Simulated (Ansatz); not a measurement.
CH₃BN (doublet)

The calculation's input:

```
crystal:
  periodic: [false, false, false]
  atoms:
    - { symbol: C, position_ang: [-0.31819, 0.36622, -0.23182] }
    - { symbol: B, position_ang: [0.60241, -0.69199, 0.4386] }
    - { symbol: "N", position_ang: [1.33773, -1.5365, 0.97466] }
    - { symbol: H, position_ang: [-1.05086, 0.73231, 0.48244] }
    - { symbol: H, position_ang: [0.27169, 1.20593, -0.58882] }
    - { symbol: H, position_ang: [0.15827, -1.12633, -0.55286] }
magnetization:
  spin_polarized: true
  initial_magnetization: 1
basis:
  gaussian: { orbitals: def2-SVP }
hamiltonian:
  xc: pbe0
  dispersion: d4
relax:
  f_tol: 0.02
  max_steps: 50
output:
  orbitals: {}
```

Launched as:

```sh
ansatz run input.yaml --threads 1 --pin off --max-ram 2048MiB --backend cpu --events-out ev --progress --plain --runs-dir out
```

The fields are those of the relaxed geometry.

These are results of Ansatz, UKS PBE0-D4/def2-SVP, not measurements.

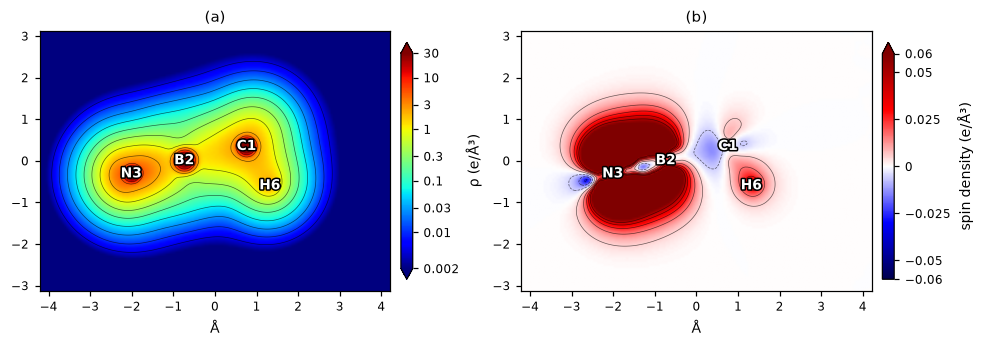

Figure 1. (a) electron density; (b) spin density (α minus β) on the plane of atoms B2, C1 and H6.

### What do the fields say about this system?

The plane passes through C, B, N and H nuclei. B–N (1.31 Å): ρ at the midpoint is about 2.4 e/Å³. C–B (1.53 Å): ρ at the midpoint is about 1.5 e/Å³. C–H (1.10 Å): ρ is about 1.8 e/Å³ halfway. The unpaired spin (1 electron) lies mostly on N3 (about 0.7) and B2 (about 0.2), in electrons by Hirshfeld's partition.

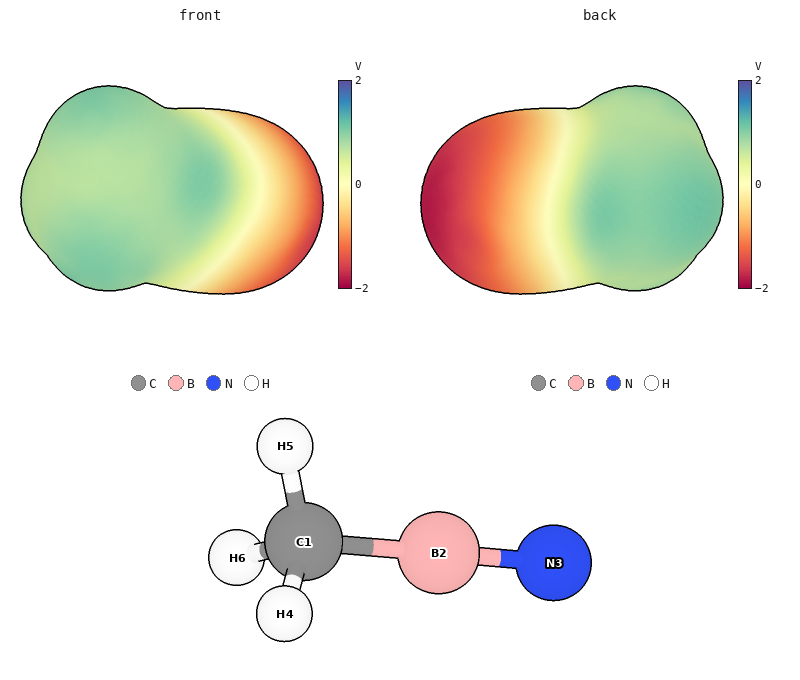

Figure 2. The molecular electrostatic potential painted on the density surface at 0.001 e/bohr³, seen from the front and from behind; red is negative and blue positive. The bare structure is drawn below in the same view.

### Which sites attract a positive test charge, and which a negative one?

A positive charge is drawn to the negative regions and a negative charge to the positive ones. The most negative region (about −1.8 V) lies over N3, the most positive (about +1.1 V) over B2 and H6. N3 is the likeliest acceptor of a hydrogen bond.

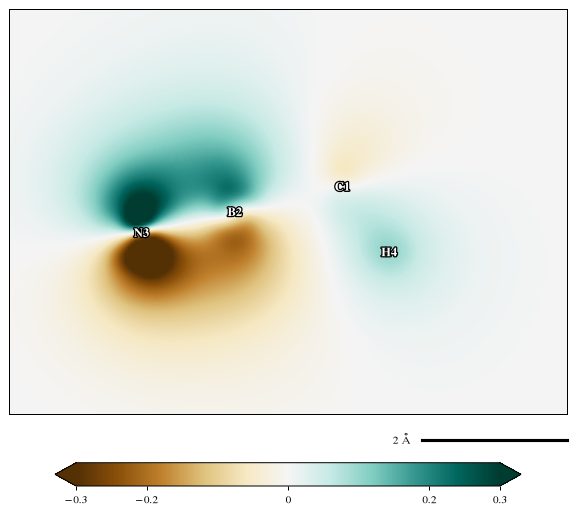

Figure 3. One frontier orbital on the plane of atoms B2, C1 and H4 (values in Å⁻³ᐟ²; the overall sign is arbitrary).

### Which orbital is it: HOMO (β) or LUMO (β)?

The LUMO (β), at −4.31 eV. By Hirshfeld shares it lies mainly on N3 (about 55 %) and B2 (about 35 %); π-bonding across N3–B2.
